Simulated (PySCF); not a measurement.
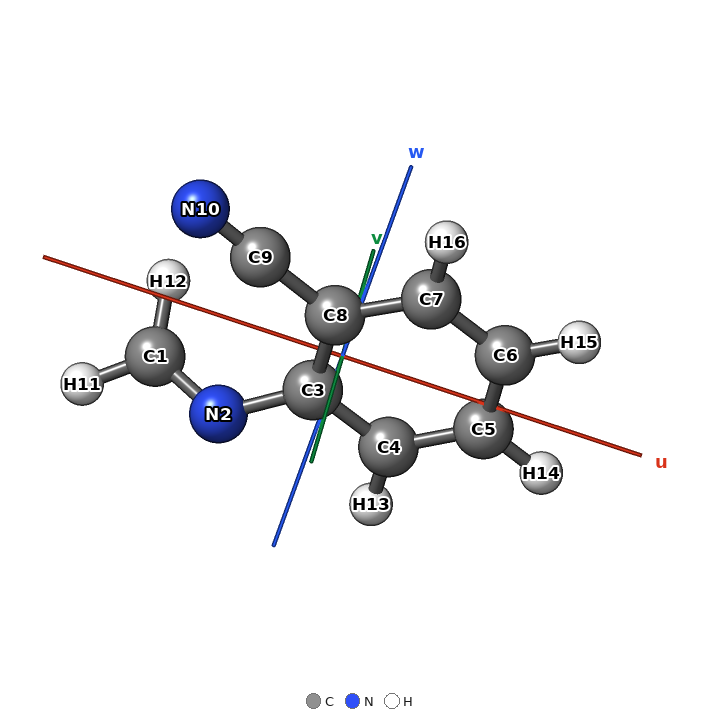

The lines u, v and w are the principal axes of the static dipole polarisability. Computed geometry: GFN2-xTB optimisation. No frequency run is at hand to confirm it as a minimum. Computed with PBE0/def2-SVPD (PySCF 2.14.0).

Question: Along which axis is the molecule most polarisable, and along which least?

Answer: Most along u, least along v.

Question: Give the three principal values.

Answer: u 144.7, v 60.4, w 110.1 bohr³; mean 105.1, anisotropy 73.4 bohr³.
